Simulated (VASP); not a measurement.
Band structure of CuRu (space group Fd-3m). Calculation: PBE GGA, VASP's PBE PAW potentials (set 64) (plane waves; VASP).

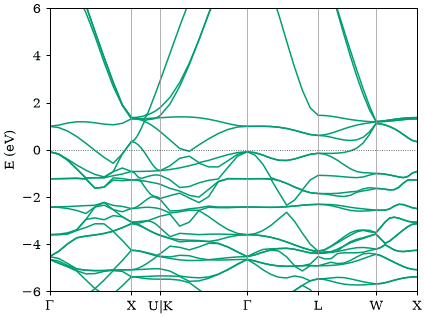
*Bands along high-symmetry lines, zero at the valence-band maximum or, without a gap, the Fermi level*

Read the plot: is there a gap, and where are the band edges?

It has no gap at this level: it comes out as a metal or semimetal.

The structure was generated: CuRu was put into an ordered model structure, which need not be its known phase. The cell was not relaxed at this level.
